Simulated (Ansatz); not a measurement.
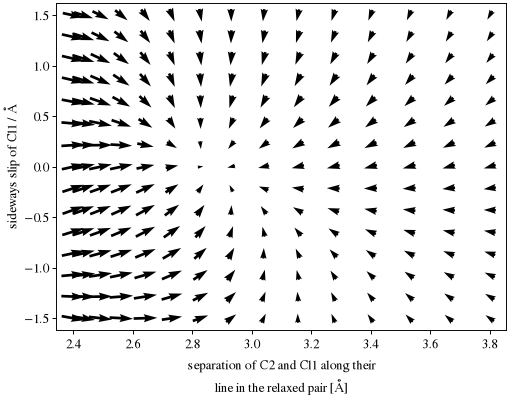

The pair Cl···CO, charge −1. 
- The first coordinate is: separation of C2 and Cl1 along their line in the relaxed pair; the second: sideways slip of Cl1.
- Nothing is relaxed (both partners rigid).
- The grid has 15 × 15 points.
- Points are written as (first, second).
- These are results of Ansatz, RKS PBE0-D4/def2-SVPD, not measurements.

Drawn: arrows along the force (downhill), their lengths compressed.

> The arrows alone are given. Where is the energy lowest?

The arrows converge at about (2.858 Å, −0.002 Å) (read from the interpolated surface).

The energy map of the same scan:

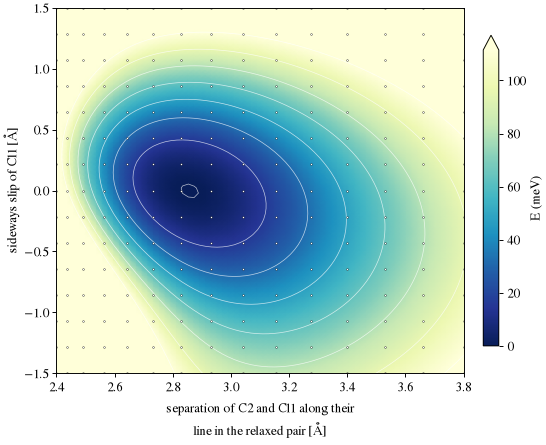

Energies are in meV, from the lowest grid point; between grid points the surface is interpolated.
